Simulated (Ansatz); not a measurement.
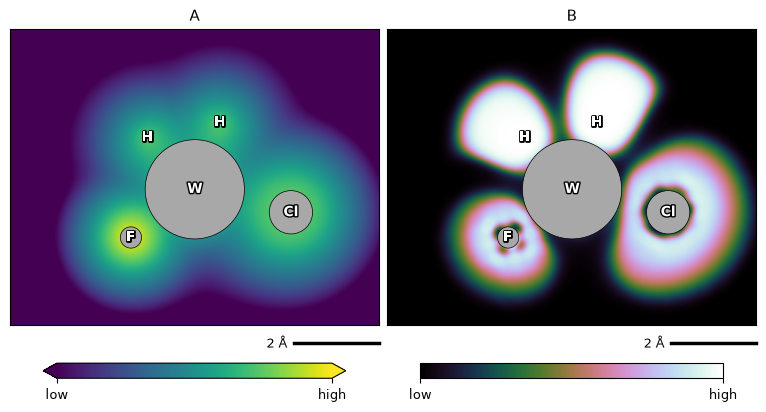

ClFH4W: 2 fields on the plane of atoms Cl2, W1 and H7, with unlabelled colour scales. Grey discs cover the atomic cores.

Core potentials replace the inner electrons of W.

Computed with Ansatz, RHF/def2-SVP.

**Match the panels to the quantities (electron density and electron localisation function).**

Panel A: electron density. Panel B: electron localisation function. From the grid: W–F (1.88 Å): ρ is about 1 e/Å³ halfway; the ELF peaks at about 0.85 in the valence shell of F, 0.5 Å from its nucleus, and drops to about 0.25 between the two atoms. W–Cl (2.32 Å): ρ is about 0.64 e/Å³ halfway; the ELF peaks at about 0.85 in the valence shell of Cl, 0.8 Å from its nucleus, and is about 0.35 at the midpoint.
